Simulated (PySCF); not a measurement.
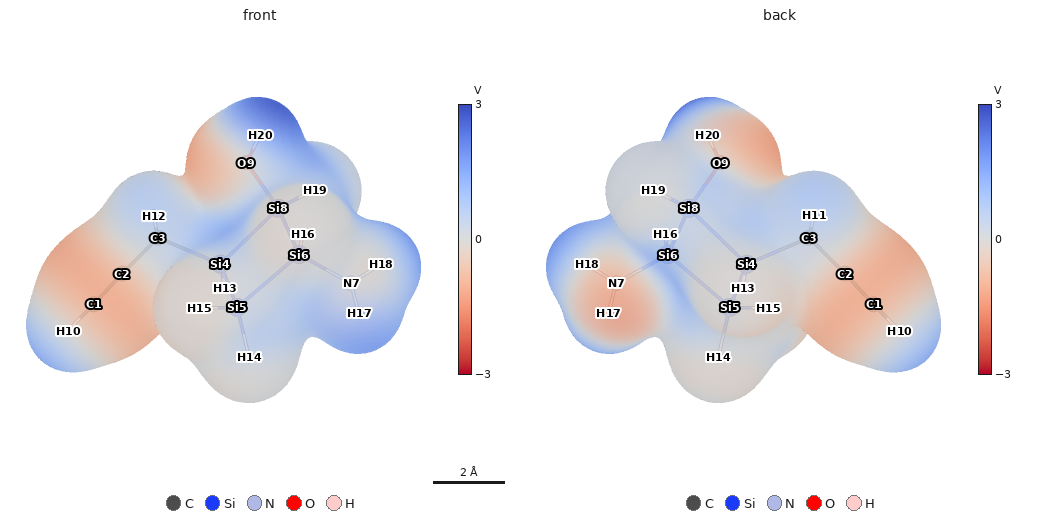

Figure 1: C$_{3}$H$_{11}$NOSi$_{4}$. The electrostatic potential painted on the density surface at 0.002 e/bohr³, seen from the front and from behind; red is negative and blue positive.

Geometry: GFN2-xTB.

All numbers below come from PBE0/pcSseg-1, SCF density, gas phase, non-relativistic in PySCF 2.14.0.

```xyz
20

C     4.2198   -0.5666   -0.9325
C     3.3225    0.1764   -0.6536
C     2.2234    1.0322   -0.2984
Si    0.8272    0.0689    0.6210
Si   -0.2184   -1.5788   -0.7189
Si   -2.2716   -0.4453   -0.4590
N    -3.1869   -1.3388    0.7138
Si   -1.1967    1.2821    0.7134
O    -0.8865    2.5692   -0.2667
H     5.0178   -1.1980   -1.1856
H     2.5932    1.8524    0.3207
H     1.8039    1.4739   -1.2045
H     1.4576   -0.3497    1.8924
H    -0.1501   -2.9800   -0.2719
H     0.2769   -1.6704   -2.1033
H    -3.0925   -0.1550   -1.6667
H    -3.4148   -2.2989    0.5133
H    -3.9813   -0.9026    1.1537
H    -1.7888    1.8472    1.9431
H    -1.5599    3.1926   -0.5230
```

Which sites attract a positive test charge, and which a negative one?

A positive charge is drawn to the negative regions and a negative charge to the positive ones. The most negative region (about −1.2 V) lies over N7 and O9, the most positive (about +2.4 V) over H20.

How polar is the molecule by this calculation?

Its dipole moment is 3.14 D.
